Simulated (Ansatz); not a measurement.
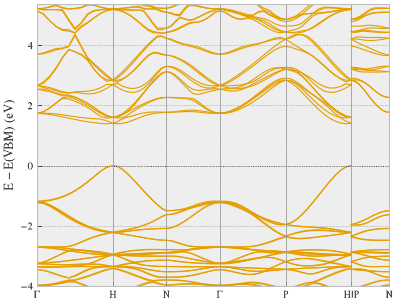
Fig. 1. Band structure from r²SCAN with spin–orbit coupling (plane waves, PAW; program Ansatz)

**Question.** Read off the gap and where the band edges lie.

**Answer.** About 1.4 eV (1.39 eV by a search for the band edges); maximum at H, minimum on the Γ–H line, 93 % of the way from Γ.

The material is K₂Sn₂O₃ in space group I2_13 (No. 199; K on 8a, Sn on 8a, O on 12b).

The workflow started from a Materials Project entry (that database holds measured and hypothetical structures alike); the Crystallography Open Database copy checked does not list it. COD files the formula under space group No. 166. Whether it is the stable phase at ambient conditions was not checked. The r²SCAN relaxation kept the symmetry of its start; its stability against distortions is not shown here.

Potentials: the earlier of the program's two PAW sets.
